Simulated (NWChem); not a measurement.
# USCAN0/pc-0 run of CH3BF (SMILES C[B]F)

What is the vertical ionisation energy of CH3BF at USCAN0/pc-0? 

The calculation is run with NWChem 7.3.0.

4 further runs of the same task are left out: 2 that didn't finish, 2 set aside as unsound or not needed.

### 1 The molecule

CH3BF has 6 atoms, charge 0, and is taken as a doublet. As SMILES, `C[B]F`. The shape is that of a PBE0-D4/def2-TZVP optimisation.

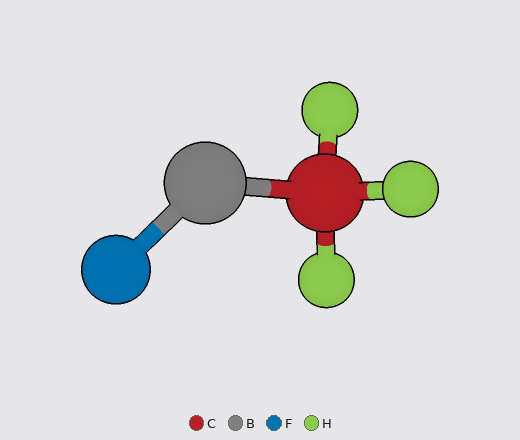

Viewed from a chosen angle; carbon red, boron grey, fluorine blue, hydrogen green.

### 2 The energy at USCAN0/pc-0

Contents of job.nw:

```
start job
title "CH3BF"
memory stack 880 mb heap 220 mb global 1100 mb

geometry units angstrom noautoz
C     -0.303700     0.310500    -0.173700
B      0.287400    -1.067600     0.235500
F      1.486600    -1.228900     0.739300
H     -1.223500     0.495700     0.389500
H      0.393200     1.138600    -0.009600
H     -0.597900     0.287900    -1.227200
end

basis "ao basis" spherical bse
* library pc-0
end

dft
xc hyb_mgga_x_scan0 mgga_c_scan
mult 2
grid medium
direct
iterations 100
mulliken
print medium
end

task dft
```

Launch:

```sh
$ nwchem job.nw > job.out
```

The program printed:

```text
[...]
          Wavefunction type:  spin polarized.
          No. of atoms     :     6
          No. of electrons :    23
[...]
          Charge           :     0
          Spin multiplicity:     2
[...]
          AO basis - number of functions:    33
[...]
              XC Information
              --------------
          Using LibXC version      7.1.2
                     Hartree-Fock (Exact) Exchange  0.250
                                  hyb_mgga_x_scan0  1.000
                                       mgga_c_scan  1.000
[...]
 d= 0,ls=0.0,diis     1   -163.9647953588 -2.22D+02  1.56D-02  7.67D-02     0.4
[...]
 d= 0,ls=0.0,diis     8   -164.0188251360 -1.06D-07  6.65D-06  1.08D-07     2.4
[...]
         Total DFT energy =     -164.018825135990
      One electron energy =     -338.073797577120
           Coulomb energy =      137.330866239783
    Exchange-Corr. energy =      -20.860831877178
 Nuclear repulsion energy =       57.584938078526
[...]
      Total Density - Mulliken Population Analysis
     ---------------------------------------------
    Atom       Charge   Shell Charges
 -----------   ------   -------------------------------------------------------
    1 C    6     6.92   0.55  1.44  1.36  1.53  2.05
    2 B    5     4.60   0.61  1.38  1.05  0.98  0.59
    3 F    9     9.21   0.43  1.56  1.80  2.48  2.93
    4 H    1     0.75   0.55  0.20
    5 H    1     0.77   0.55  0.22
    6 H    1     0.75   0.55  0.20
[...]
      <S2> =      0.7515 (Exact =     0.7500)
[...]
```

It took 3 s on 1 thread of Intel Xeon 6975P-C (Granite Rapids), shared host; peak memory 0.11 GiB.

### 3 The singlet cation

Contents of ch3bf.nw:

```
start ch3bf
title "CH3BF energy"
memory total 2200 mb
charge 1

geometry noautosym nocenter noautoz
 C     -0.303700     0.310500    -0.173700
 B      0.287400    -1.067600     0.235500
 F      1.486600    -1.228900     0.739300
 H     -1.223500     0.495700     0.389500
 H      0.393200     1.138600    -0.009600
 H     -0.597900     0.287900    -1.227200
end

basis spherical bse
 * library pc-0
end

dft
 xc hyb_mgga_x_scan0 mgga_c_scan
 grid medium
 direct
 maxiter 150
 mulliken
end

task dft energy
```

Launch:

```sh
$ nwchem ch3bf.nw > ch3bf.out
```

The program printed:

```text
[...]
          Wavefunction type:  closed shell.
          No. of atoms     :     6
          No. of electrons :    22
[...]
          Charge           :     1
          Spin multiplicity:     1
[...]
          AO basis - number of functions:    33
[...]
              XC Information
              --------------
          Using LibXC version      7.1.2
                     Hartree-Fock (Exact) Exchange  0.250
                                  hyb_mgga_x_scan0  1.000
                                       mgga_c_scan  1.000
[...]
 d= 0,ls=0.0,diis     1   -163.5192636143 -2.21D+02  5.39D-02  1.60D+00     0.2
[...]
 d= 0,ls=0.0,diis     8   -163.6948038831 -1.34D-08  5.90D-06  1.22D-07     1.4
         Total DFT energy =     -163.694803883139
      One electron energy =     -330.980377925967
           Coulomb energy =      130.135761478557
    Exchange-Corr. energy =      -20.435125514255
 Nuclear repulsion energy =       57.584938078526
[...]
      Total Density - Mulliken Population Analysis
     ---------------------------------------------
    Atom       Charge   Shell Charges
 -----------   ------   -------------------------------------------------------
    1 C    6     6.89   0.55  1.44  1.38  1.52  1.99
    2 B    5     4.14   0.61  1.38  0.97  0.84  0.35
    3 F    9     9.06   0.43  1.56  1.82  2.45  2.80
    4 H    1     0.64   0.53  0.12
    5 H    1     0.62   0.51  0.11
    6 H    1     0.64   0.53  0.12
[...]
```

It took 2 s on 1 thread of Intel Xeon 6975P-C (Granite Rapids), shared host; peak memory 0.1 GiB.

### 4 Outcome

Level: USCAN0/pc-0.

```
                                          quantity          value
                       doublet CH3BF: total energy  -164.01883 Eh
                      doublet CH3BF: dipole moment         1.51 D
 doublet CH3BF: HOMO energy (highest over α and β)       -5.96 eV
  doublet CH3BF: LUMO energy (lowest over α and β)       -0.47 eV
                               doublet CH3BF: ⟨S²⟩          0.751
                      singlet cation: total energy  -163.69480 Eh
                       singlet cation: HOMO energy      -18.78 eV
                       singlet cation: LUMO energy      -11.23 eV
                     singlet cation: HOMO–LUMO gap        7.56 eV
vertical ionisation energy (to the singlet cation)       8.817 eV
```

**Reading.** Removing an electron at fixed nuclei costs 8.82 eV (851 kJ/mol). Only the singlet of the ionised species was computed; a triplet could lie lower. Mulliken charges (doublet CH3BF) run from -0.92 on C1 to +0.40 on B2; they depend strongly on the basis.
